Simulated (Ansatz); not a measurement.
## Run report: GeH₄, geometry relaxation

GeH₄, computed with RKS PBE0-D4/def2-TZVP (Ansatz 0.2.0).

Figures and captions count atoms from 1; the log counts them from 0 in places.

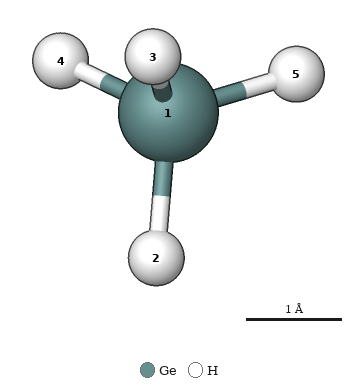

Figure 1. The starting structure (ball-and-stick view, seen at a tilt; atoms are numbered from 1 in the order of the input). Sticks mark near contacts. Bond lengths as drawn: Ge–H 1.53 to 1.54 Å.

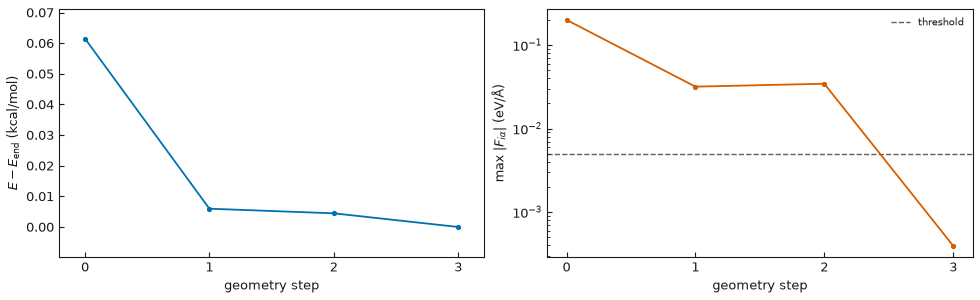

Figure 2. Progress of the relaxation, step by step (the first geometry is step 0 here and step 1 in the log).

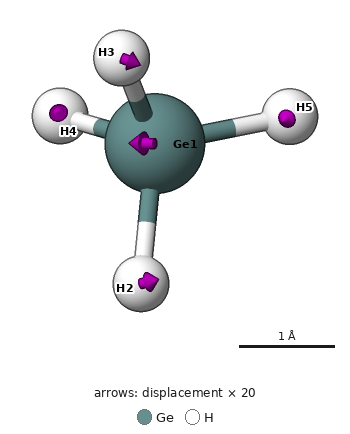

Figure 3. The starting structure with the displacements as pink arrows, magnified 20 times (ball-and-stick view, seen at a tilt). The two geometries are laid on each other by the best rigid fit. Over 3 geometry steps the energy falls by 0.06 kcal/mol. Largest force component: 0.2 eV/Å at the start, 0.00039 eV/Å at the end. The atom that moves furthest after the best rigid fit is Ge1 (0.016 Å). Largest moves by element: Ge 0.016 Å, H 0.012 Å. Among the contacts that change: Ge1–H4 1.540 → 1.534 Å. (Atoms are counted from 1 in the order of the input.)

These pictures come from the run below.

Input
```yaml
crystal:
  periodic: [false, false, false]
  atoms:
    - {symbol: Ge, position_ang: [-0.515600, 0.688169, 0.941968]}
    - {symbol: H, position_ang: [-1.516622, 0.341854, -0.168919]}
    - {symbol: H, position_ang: [0.119378, -0.595512, 1.491858]}
    - {symbol: H, position_ang: [-1.284799, 1.377378, 2.084704]}
    - {symbol: H, position_ang: [0.560979, 1.640144, 0.415675]}
basis:
  gaussian: {orbitals: def2-TZVP}
hamiltonian: {xc: pbe0, dispersion: d4}
relax: {f_tol: 0.005, max_steps: 200}
```

What the program printed
```
Functional definition: PBE0
  name "PBE0"
  cite "Adamo & Barone, J. Chem. Phys. 110, 6158 (1999) doi:10.1063/1.478522"
  cite "Perdew, Burke & Ernzerhof, Phys. Rev. Lett. 77, 3865 (1996) doi:10.1103/PhysRevLett.77.3865"
  parent pbe
  parameter a = 0.25
  parameter kappa = 0.804
  parameter beta = 0.06672455060314922
  exchange = (1 - a)*pbe_x(kappa = kappa, mu = beta*pi^2/3) + a*exact_x
  correlation = pbe_c(beta = beta)
577 factors; their error is unknown
mean field evaluation 1: about -56575.1716 eV, gradient 1.6e1 eV
mean field evaluation 2: about -56575.3075 eV, gradient 1.4e1 eV
mean field evaluation 4: about -56575.4191 eV, gradient 3.0e-1 eV
mean field evaluation 8: about -56575.6909 eV, gradient 7.6e-4 eV
mean field -56575.69086305 eV, -2079.1182908363 hartree, gradient 1.6e-5 eV, S^2 0.000000; 0 other end points of the search recorded, 0 dependent functions left out
the calculation of the forces begins
reference -56575.69088782 eV, -2079.1182917466 hartree; 18, 18 occupied and 54, 54 virtual orbitals, 577 factors
relax step   1: F+E_penalty+E_count = -56575.72611878 eV  Δ(F+E_penalty+E_count) = +0.000e0 eV  max|allowed force component| = 2.011e-1 eV/Å  Δτ_max = 0.0000 Å  (20 SCF iters, accepted)
these checks for a lower state are left out or cut short: starts, cluster_reference, orbital_swaps, neighbouring_geometries, increment
577 factors; their error is unknown
mean field evaluation 16: about -56575.6933 eV, gradient 2.0e-5 eV
mean field -56575.69326991 eV, -2079.1183792869 hartree, gradient 4.1e-5 eV, S^2 0.000000; 0 other end points of the search recorded, 0 dependent functions left out
the calculation of the forces begins
reference -56575.69329471 eV, -2079.1183801985 hartree; 18, 18 occupied and 54, 54 virtual orbitals, 577 factors
relax step   2: F+E_penalty+E_count = -56575.72852516 eV  Δ(F+E_penalty+E_count) = -2.406e-3 eV  max|allowed force component| = 3.183e-2 eV/Å  Δτ_max = 0.0198 Å  (22 SCF iters, accepted)
these checks for a lower state are left out or cut short: starts, cluster_reference, orbital_swaps, neighbouring_geometries, increment
577 factors; their error is unknown
mean field -56575.69333460 eV, -2079.1183816642 hartree, gradient 4.1e-5 eV, S^2 0.000000; 0 other end points of the search recorded, 0 dependent functions left out
the calculation of the forces begins
reference -56575.69335938 eV, -2079.1183825750 hartree; 18, 18 occupied and 54, 54 virtual orbitals, 577 factors
relax step   3: F+E_penalty+E_count = -56575.72859085 eV  Δ(F+E_penalty+E_count) = -6.569e-5 eV  max|allowed force component| = 3.451e-2 eV/Å  Δτ_max = 0.0079 Å  (23 SCF iters, accepted)
these checks for a lower state are left out or cut short: starts, cluster_reference, orbital_swaps, neighbouring_geometries, increment
577 factors; their error is unknown
mean field -56575.69352848 eV, -2079.1183887891 hartree, gradient 5.7e-5 eV, S^2 0.000000; 0 other end points of the search recorded, 0 dependent functions left out
the calculation of the forces begins
reference -56575.69355327 eV, -2079.1183897004 hartree; 18, 18 occupied and 54, 54 virtual orbitals, 577 factors
relax step   4: F+E_penalty+E_count = -56575.72878385 eV  Δ(F+E_penalty+E_count) = -1.930e-4 eV  max|allowed force component| = 3.937e-4 eV/Å  Δτ_max = 0.0024 Å  (16 SCF iters, accepted)
577 factors; their error is unknown
mean field evaluation 32: about -56575.4209 eV, gradient 3.0e-1 eV
mean field -56575.69352848 eV, -2079.1183887891 hartree, gradient 5.7e-5 eV, S^2 0.000000; 1 other end points of the search recorded, 0 dependent functions left out
the calculation of the forces begins
reference -56575.69355327 eV, -2079.1183897004 hartree; 18, 18 occupied and 54, 54 virtual orbitals, 577 factors
Total energy: -56575.72880864 eV, -2079.1196853114 hartree
Atom 0 at    -0.527343     0.690423     0.953075 Å, force    -0.000026    -0.000350    -0.000227 eV/Å
Atom 1 at    -1.506716     0.339699    -0.174758 Å, force    -0.000282     0.000038    -0.000147 eV/Å
Atom 2 at     0.124654    -0.593856     1.481952 Å, force     0.000139    -0.000214     0.000241 eV/Å
Atom 3 at    -1.285837     1.385252     2.091519 Å, force    -0.000225     0.000141     0.000283 eV/Å
Atom 4 at     0.558577     1.630515     0.413498 Å, force     0.000394     0.000385    -0.000150 eV/Å
Dipole moment:    -0.000008     0.000017     0.000017 e Å
```

Key numbers

| quantity | value |
| --- | --- |
| outcome | converged |
| total energy | −56575.7288 eV |
| mean-field energy | −56575.6936 eV |
| dispersion energy | −0.0353 eV |
| SCF solution under orbital rotations | stable |
| largest force (length of the vector) at the end | 0.001 eV/Å |
| dipole moment | 0.00 D |
| hardware | 2 CPU threads, shared host |
| wall time | 2.2 s (CPU time 3.8 s) |
| peak memory | 0.16 GiB |
